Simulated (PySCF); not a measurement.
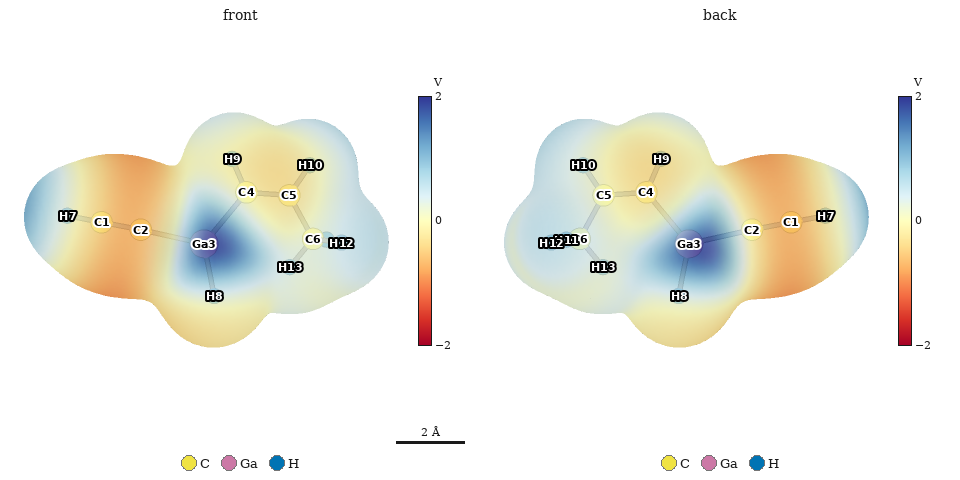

The picture shows: C₅H₇Ga. The electrostatic potential painted on the density surface at 0.001 e/bohr³, seen from the front and from behind; the colour scale runs from red (negative) to blue (positive).

Geometry: GFN2-xTB.

All numbers below come from CAM-B3LYP/def2-SVPD, SCF density, gas phase in PySCF 2.14.0.

The calculation's input:

```
{"job": {"kind": "uv", "xc": "CAM-B3LYP", "basis": "def2-SVPD", "nstates": 8, "ntriplets": 3}, "charge": 0, "multiplicity": 1}
C      4.001932    -0.301691    -1.003811
C      2.873199    -0.011644    -0.680418
Ga     1.052465     0.522084    -0.163410
C     -0.340747    -0.909349     0.003853
C     -1.634945    -0.731411     0.255654
C     -2.266948     0.604923     0.457671
H      4.987160    -0.558126    -1.284510
H      0.904890     2.074454     0.083647
H      0.027861    -1.929582    -0.130751
H     -2.314057    -1.578513     0.329467
H     -3.078949     0.751243    -0.255143
H     -2.693605     0.672697     1.459079
H     -1.522644     1.395401     0.327201
```

Command:

```sh
OMP_NUM_THREADS=1 python probes_run.py task.json out
```

Question: Describe the electrostatic potential map.

Answer: The most negative region (about −0.9 V, or −21 kcal/mol for a unit charge) lies over C1 and C2, the most positive (about +1.8 V, or +42 kcal/mol for a unit charge) over Ga3.
